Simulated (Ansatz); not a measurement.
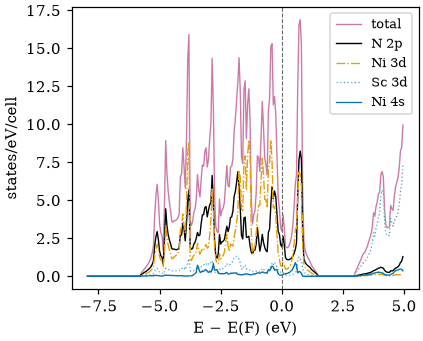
*Total and projected density of states of ScNiN$_{2}$ in space group R-3m (No. 166; Sc on 3b, Ni on 3a, N on 6c), the program Ansatz at the PBEsol level (PAW)*

Problem. Which orbitals carry the states next to the Fermi level?

Solution. Within 0.5 eV of the Fermi level: N 2p 45 %, Ni 3d 41 %, Sc 3d 6 %, Ni 4s 5 %. Projections are on Löwdin-orthogonalised atomic valence shells; empty p or d shells of many metals are not among them.

Problem. Where is the tallest occupied peak in this window, and what makes it?

Solution. Near -3.8 eV, about 16 states/eV per cell; the largest projected share is Ni 3d.

The start of the workflow was typed in or built on a structure type; neither database checked (COD, Materials Project) lists it. Its standing as an ambient phase is unchecked. The cell was relaxed with PBEsol under the symmetry of its start, as lowered by the spin order; its stability against distortions is not shown here. The final state is antiferromagnetic, chosen from 4 collinear starts compared on coarse meshes (ties went to the first, and starts can fall back to one state), not a proven ground state. No Hubbard U is applied.

Potentials: the later of the program's two PAW sets.
